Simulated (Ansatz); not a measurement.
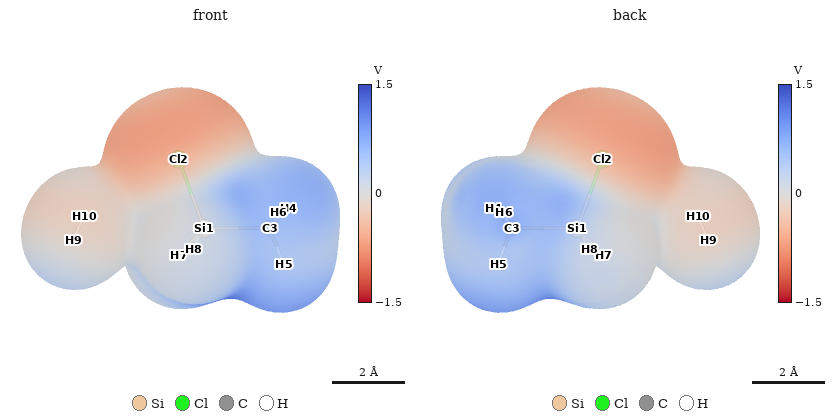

Figure 1: CH5ClSi···H2. The molecular electrostatic potential painted on the density surface at 0.001 e/bohr³, seen from the front and from behind; the colour scale runs from red (negative) to blue (positive).

The calculation used RKS CAM-B3LYP-D4/6-31G* in Ansatz.

| atom | x (Å) | y (Å) | z (Å) |
| --- | --- | --- | --- |
| Si | 0.3676 | 0.0110 | -0.0054 |
| Cl | 0.4569 | -0.2783 | 2.0498 |
| C | 2.0945 | 0.0039 | -0.7085 |
| H | 2.5953 | -0.9484 | -0.5134 |
| H | 2.0609 | 0.1550 | -1.7929 |
| H | 2.7002 | 0.8032 | -0.2726 |
| H | -0.3099 | 1.3066 | -0.2365 |
| H | -0.4530 | -1.0862 | -0.5657 |
| H | -3.2183 | 0.0700 | 1.1260 |
| H | -2.6758 | -0.0369 | 1.6272 |

Q: Describe the electrostatic potential map.

A: The most negative region (about −0.7 V) lies over Cl2, the most positive (about +1.1 V) over Si1.
